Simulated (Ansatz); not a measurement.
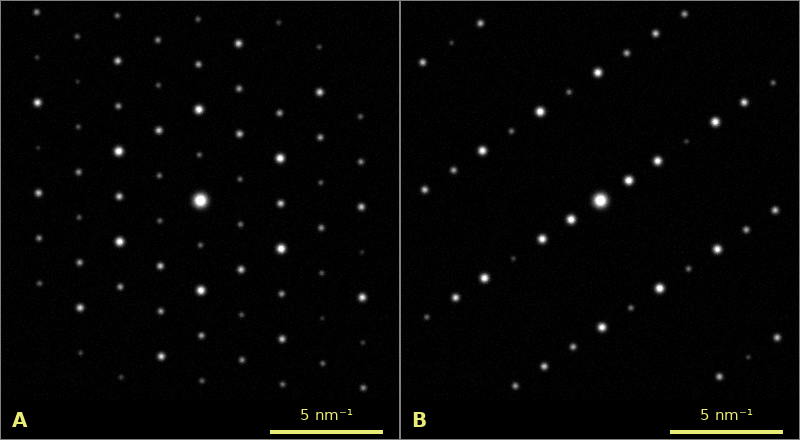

Kinematic electron diffraction patterns (200 kV, B = 0.5 Å², same scale, each along a low-index zone) of two structures of composition Sb2C3, each relaxed at zero pressure with DFT PBE, scalar-relativistic, plane waves, PAW (Ansatz).

The structures (standard cells):
1. P321 (No. 150), a = 4.167 Å, c = 6.379 Å (hexagonal axes), 5 atoms; generated start, possibly hypothetical
2. Fmmm (No. 69), a = 7.654 Å, b = 8.780 Å, c = 9.387 Å, 40 atoms; generated start, possibly hypothetical

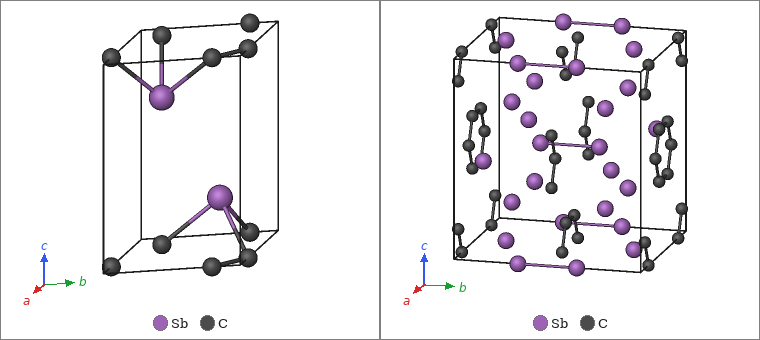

Drawings of the structures 1 to 2, from left to right (each may span several cells).

Question: Which pattern belongs to which structure, and along which zone?

Answer: A is structure 2 along [110] or an equivalent direction: centred rectangular net of -1 1 -1 at d = 4.92 Å and -1 1 1 at d = 4.92 Å, 63.2° apart (some points of this net are extinct or too weak to see). B is structure 1 along [210] or an equivalent direction: rectangular net of 0 0 1 at d = 6.38 Å and 1 -2 0 at d = 2.08 Å, 90.0° apart.

Question: Which structure lies lowest at this level of theory, and by how much?

Answer: Structure 2 (Fmmm, 15.77 Å³ an atom) is the lowest of these; structure 1 (P321, 19.19 Å³ an atom) lies about 120 meV an atom higher. These are static energies at 0 K; other structures, not shown, may lie lower still.
